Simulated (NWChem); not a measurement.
**the pair CuCl···SiHClO: a chain of runs**

Aim: a single-point energy (singlet CuSiHCl2O, HF/STO-3G), then the energy (singlet CuCl, HF/STO-3G), then a single-point energy (singlet SiHClO, HF/STO-3G), then the energy (singlet CuCl, HF/STO-3G), then the energy (singlet SiHClO, HF/STO-3G) of Cl2CuHOSi and its partners. 

Program for the calculation: NWChem 7.3.0.

### 1 The system as given

CuSiHCl2O: 6 atoms, total charge 0, spin state singlet. The two molecules were placed rigidly side by side, at 1.1 times their contact distance; the pair isn't optimised.

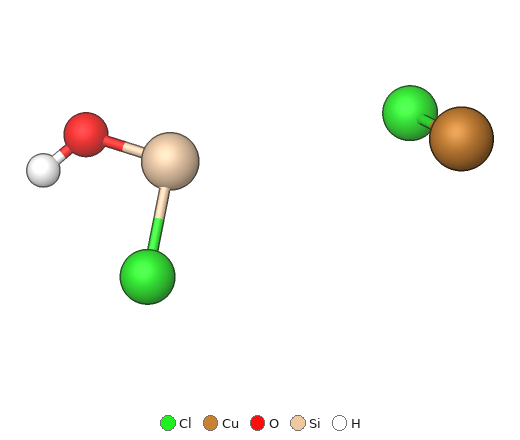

The structure, seen from a chosen angle (chlorine green, copper orange, oxygen red, silicon light orange, hydrogen white).

### 2 A single-point energy at HF/STO-3G (run 1)

mol.nw

```
start mol
title "Cl2CuHOSi"
memory 2200 mb

geometry units angstrom noautosym nocenter noautoz
  Cl     0.883550    -0.315100     0.444400
  Cu    -0.883550     0.315100    -0.444400
  O      3.477220     2.681430     4.516030
  Si     2.648170     2.462350     3.121940
  Cl     2.909970     4.336270     2.187070
  H      3.913160     3.520730     4.696510
end

basis spherical bse
  * library STO-3G
end

scf
  singlet
  rhf
  thresh 1e-08
  maxiter 80
  noprint "final vectors analysis"
end

task scf energy
```

Run with:

```sh
nwchem mol.nw > mol.out
```

Output:

```text
Northwest Computational Chemistry Package (NWChem) 7.3.0
             --------------------------------------------------------

           Job information
           ---------------

    nwchem branch   = 7.3.0
    use scalapack   = T
    input           = mol.nw
    prefix          = mol.
    data base       = ./mol.db
    status          = startup
    nproc           =        1

           Memory information
           ------------------

    heap     =     72089594 doubles =      550.0 Mbytes
    stack    =     72089599 doubles =      550.0 Mbytes
    global   =    144179200 doubles =     1100.0 Mbytes (distinct from heap & stack)
    total    =    288358393 doubles =     2200.0 Mbytes
    verify   = yes
    hardfail = no

           Directory information
           ---------------------

  0 permanent = .
  0 scratch   = .

                                NWChem Input Module
                                -------------------

                                     Cl2CuHOSi
                                     ---------

[... 137 lines left out ...]
 Convergence threshold     :          1.000E-08
[... 19 lines left out ...]
  ga_iter_lsolve: convergence stagnant ... aborting solve
[... 11 lines left out ...]
      Calculation failed to converge
[... 5 lines left out ...]
         Total SCF energy =  -2889.619664689064
[... 1 line left out ...]
      Two-electron energy =   1558.923190359179
[... 4 lines left out ...]
             Final eigenvalues
[... 77 lines left out ...]
       Multipole analysis of the density wrt the origin
       ------------------------------------------------

     L   x y z        total         open         nuclear
     -   - - -        -----         ----         -------
     0   0 0 0     -0.000000      0.000000     86.000000

     1   1 0 0     -0.129992      0.000000    203.470936
[... 8 lines of this table left out ...]
     2   0 0 2    -36.954454      0.000000   1471.510022

 ------------------------------------------------------------------------
 scf energy failed                                                                                  0
 ------------------------------------------------------------------------
 ------------------------------------------------------------------------
  current input line :
    26: task scf energy
 ------------------------------------------------------------------------
 ------------------------------------------------------------------------
 This type of error is most commonly associated with calculations not reaching convergence criteria
 ------------------------------------------------------------------------

0:scf energy failed:Received an Error in Communication
  Errorcode: -1
```

It took 33 s on 1 thread of Intel Xeon 6975P-C (Granite Rapids), shared host; peak memory 0.096 GiB.

The iterations ended before the threshold was met.

### 3 CuCl: the energy at HF/STO-3G (run 2)

clcu.nw

```
start clcu
title "ClCu energy"
memory total 2200 mb
charge 0
geometry units atomic noautosym nocenter noautoz
  Cl     1.66966752    -0.59545270     0.83979429
  Cu    -1.66966752     0.59545270    -0.83979429
end
basis "ao basis" spherical bse
  * library STO-3G
end
scf
  thresh 1e-08
  maxiter 80
  print low
end
task scf energy
```

Run with:

```sh
nwchem clcu.nw > clcu.out
```

Output:

```text
Northwest Computational Chemistry Package (NWChem) 7.3.0
             --------------------------------------------------------

           Job information
           ---------------

    nwchem branch   = 7.3.0
    use scalapack   = T
    input           = clcu.nw
    prefix          = clcu.
    data base       = ./clcu.db
    status          = startup
    nproc           =        1

           Memory information
           ------------------

    heap     =     72089594 doubles =      550.0 Mbytes
    stack    =     72089599 doubles =      550.0 Mbytes
    global   =    144179200 doubles =     1100.0 Mbytes (distinct from heap & stack)
    total    =    288358393 doubles =     2200.0 Mbytes
    verify   = yes
    hardfail = no

           Directory information
           ---------------------

  0 permanent = .
  0 scratch   = .

                                NWChem Input Module
                                -------------------

                                    ClCu energy
                                    -----------

[... 18 lines left out ...]
            Nuclear Dipole moment (a.u.)
[... 56 lines left out ...]
 Forming initial guess at       0.0s

 Starting SCF solution at       0.1s

  ga_iter_lsolve: convergence stagnant ... aborting solve
  ga_iter_lsolve: convergence stagnant ... aborting solve

      Calculation failed to converge
      ------------------------------

       Final RHF  results
       ------------------

         Total SCF energy =  -2074.962955882132
      One-electron energy =  -3136.963870717359
      Two-electron energy =    936.333837599458
 Nuclear repulsion energy =    125.667077235770

        Time for solution =     13.1s

 ------------------------------------------------------------------------
 scf energy failed                                                                                  0
 ------------------------------------------------------------------------
 ------------------------------------------------------------------------
  current input line :
    17: task scf energy
 ------------------------------------------------------------------------
 ------------------------------------------------------------------------
 This type of error is most commonly associated with calculations not reaching convergence criteria
 ------------------------------------------------------------------------

0:scf energy failed:Received an Error in Communication
  Errorcode: -1
```

Wall time 14 s (1 thread of Intel Xeon 6975P-C (Granite Rapids), shared host); peak memory 0.096 GiB.

No converged result was reached.

### 4 SiHClO: the energy at HF/STO-3G (run 3)

a.nw

```
start a
memory total 2200 mb

geometry units au noautosym nocenter noautoz
  O      6.57099348     5.06716832     8.53405987
  Si     5.00431603     4.65316712     5.89961158
  Cl     5.49904633     8.19436270     4.13296332
  H      7.39480068     6.65321546     8.87511764
end

basis "ao basis" spherical bse
  O library STO-3G
  Si library STO-3G
  Cl library STO-3G
  H library STO-3G
end

scf
  thresh 1e-08
  maxiter 80
  noprint "final vectors analysis"
end

task scf
```

Run with:

```sh
nwchem a.nw > a.out
```

Output:

```text
[...]
  functions       =    24
[...]
  wavefunction    = RHF
[...]
         Total SCF energy =   -814.656437152931
      One-electron energy =  -1394.969887222358
      Two-electron energy =    448.885748936425
 Nuclear repulsion energy =    131.427701133002
        Time for solution =      0.4s
[...]
```

Run time: 1.1 s. Hardware: 1 thread of Intel Xeon 6975P-C (Granite Rapids), shared host; peak memory 0.097 GiB.

### 5 CuCl among ghost functions: the energy at HF/STO-3G (with ghost functions) (run 4)

struct.nw

```
start struct
title "ClCu"
memory 2200 mb
charge 0

geometry noautosym nocenter noautoz
   Cl    0.883550   -0.315100    0.444400
   Cu   -0.883550    0.315100   -0.444400
   bqO      3.477220     2.681430     4.516030
   bqSi     2.648170     2.462350     3.121940
   bqCl     2.909970     4.336270     2.187070
   bqH      3.913160     3.520730     4.696510
end

basis spherical bse
   Cl library STO-3G
   Cu library STO-3G
   bqO library O STO-3G
   bqSi library Si STO-3G
   bqCl library Cl STO-3G
   bqH library H STO-3G
end

scf
   thresh 1e-08
   maxiter 80
   print low
end

task scf
```

Run with:

```sh
nwchem struct.nw > struct.out
```

Output:

```text
Northwest Computational Chemistry Package (NWChem) 7.3.0
             --------------------------------------------------------

           Job information
           ---------------

    nwchem branch   = 7.3.0
    use scalapack   = T
    input           = struct.nw
    prefix          = struct.
    data base       = ./struct.db
    status          = startup
    nproc           =        1

           Memory information
           ------------------

    heap     =     72089594 doubles =      550.0 Mbytes
    stack    =     72089599 doubles =      550.0 Mbytes
    global   =    144179200 doubles =     1100.0 Mbytes (distinct from heap & stack)
    total    =    288358393 doubles =     2200.0 Mbytes
    verify   = yes
    hardfail = no

           Directory information
           ---------------------

  0 permanent = .
  0 scratch   = .

                                NWChem Input Module
                                -------------------

                                       ClCu
                                       ----

[... 25 lines left out ...]
            Nuclear Dipole moment (a.u.)
[... 77 lines left out ...]
  open shells     =     0
  charge          =   0.00
  wavefunction    = RHF
  input vectors   = atomic
  output vectors  = ./struct.movecs
  use symmetry    = F
  symmetry adapt  = F

 Forming initial guess at       0.0s

 Starting SCF solution at       0.1s

  ga_iter_lsolve: convergence stagnant ... aborting solve

      Calculation failed to converge
      ------------------------------

       Final RHF  results
       ------------------

         Total SCF energy =  -2074.963012135510
      One-electron energy =  -3136.962052139230
      Two-electron energy =    936.331953610240
 Nuclear repulsion energy =    125.667086393481

        Time for solution =     30.2s

 ------------------------------------------------------------------------
 scf energy failed                                                                                  0
 ------------------------------------------------------------------------
 ------------------------------------------------------------------------
  current input line :
    30: task scf
 ------------------------------------------------------------------------
 ------------------------------------------------------------------------
 This type of error is most commonly associated with calculations not reaching convergence criteria
 ------------------------------------------------------------------------

0:scf energy failed:Received an Error in Communication
  Errorcode: -1
```

Wall time 31 s (1 thread of Intel Xeon 6975P-C (Granite Rapids), shared host); peak memory 0.096 GiB.

No converged result was reached.

### 6 SiHClO among ghost functions: a single-point energy at HF/STO-3G (with ghost functions) (run 5)

clhosi.nw

```
start clhosi
title "ClHOSi"
memory total 2200 mb
charge 0
geometry units angstroms noautosym nocenter noautoz
O     3.477220    2.681430    4.516030
Si    2.648170    2.462350    3.121940
Cl    2.909970    4.336270    2.187070
H     3.913160    3.520730    4.696510
bqCl     0.883550    -0.315100     0.444400
bqCu    -0.883550     0.315100    -0.444400
end
basis spherical bse
O library STO-3G
Si library STO-3G
Cl library STO-3G
H library STO-3G
bqCl library Cl STO-3G
bqCu library Cu STO-3G
end
scf
singlet
rhf
thresh 1e-08
maxiter 80
print low
end
task scf
```

Run with:

```sh
nwchem clhosi.nw > clhosi.out
```

Output:

```text
[...]
  functions       =    51
[...]
  wavefunction    = RHF
[...]
         Total SCF energy =   -814.656506382284
      One-electron energy =  -1394.967559971360
      Two-electron energy =    448.883343011046
 Nuclear repulsion energy =    131.427710578030
        Time for solution =      1.7s
 Task  times  cpu:        1.8s     wall:        1.8s
[...]
```

It took 2.4 s on 1 thread of Intel Xeon 6975P-C (Granite Rapids), shared host; peak memory 0.094 GiB.

### 7 Results

```
                                  quantity                      value
                      SiHClO: total energy              -814.65644 Eh
                     SiHClO: dipole moment                     2.25 D
SiHClO among ghost functions: total energy              -814.65651 Eh
                          run 1, HF/STO-3G  no result (not converged)
                                      CuCl  no result (not converged)
                CuCl among ghost functions  no result (not converged)
```

**Reading.** Mulliken charges (SiHClO) run from -0.49 on O1 to +0.77 on Si2; they depend strongly on the basis. 3 of the 5 runs did not end normally.
